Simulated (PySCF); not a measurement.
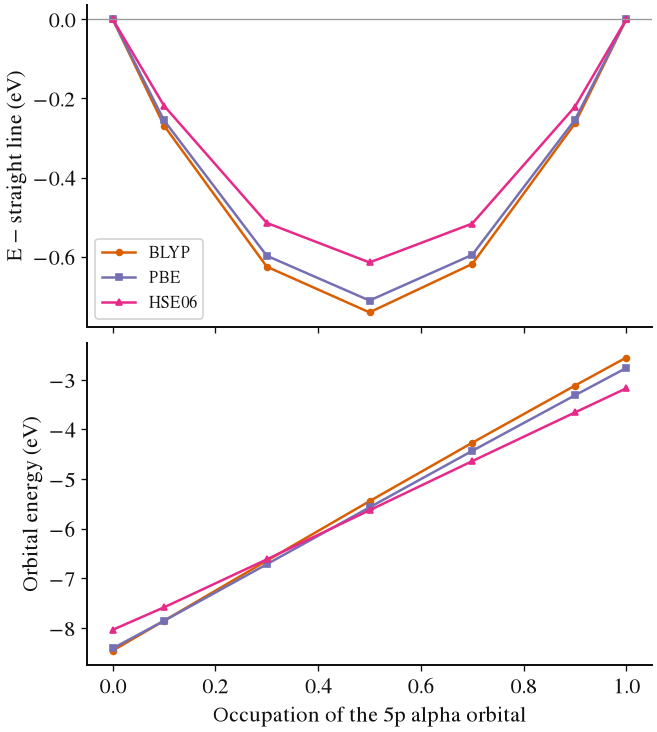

One 5p alpha orbital of neutral indium ([Kr] 4d¹⁰ 5s² 5p) is emptied in steps. The plot gives the energy less the straight line between the integer ends; the lower panel gives the orbital energy. PySCF, def2-SVP with a 28-electron core potential, unrestricted single determinants, no spin-orbit coupling.

Q: What do the curves say about each method?

A: BLYP: convex (delocalisation error), largest departure −0.74 eV, removal energy 5.468 eV, orbital energy from −2.55 eV when full to −8.46 eV when empty; PBE: convex (delocalisation error), largest departure −0.71 eV, removal energy 5.579 eV, orbital energy from −2.76 eV when full to −8.41 eV when empty; HSE06: convex (delocalisation error), largest departure −0.61 eV, removal energy 5.626 eV, orbital energy from −3.17 eV when full to −8.04 eV when empty. The measured removal energy is 5.786 eV. The exact energy is a straight line between whole electron numbers.
